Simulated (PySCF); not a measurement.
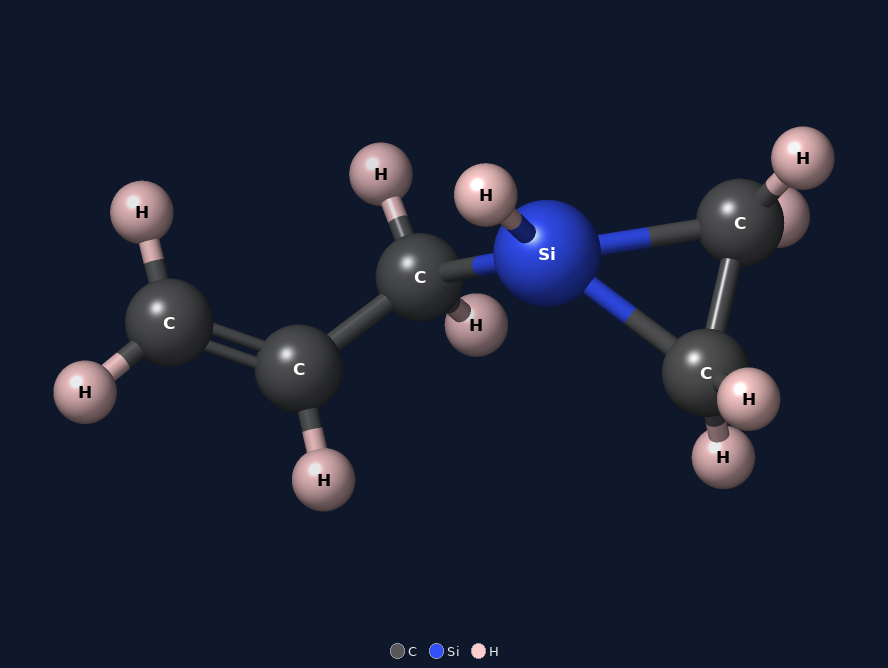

The computed structure is the end point of a GFN2-xTB optimisation. No frequency run is at hand to confirm it as a minimum. Level of theory: CAM-B3LYP/def2-SVPD, gas phase (PySCF 2.14.0). Excitations: vertical, linear response.

Give the HOMO–LUMO gap at this level.

Answer. 9.00 eV.

Give the HOMO energy (Kohn–Sham orbital) at this level.

Answer. −7.97 eV.

Give the mean static polarisability at this level.

Answer. 88.0 bohr³.

Give the dipole moment at this level.

Answer. 0.46 D.

The geometry is semi-empirical. Around Si such bond lengths and angles can be off by a tenth of an ångström or more and by several degrees, and values that hang on the shape move with them.
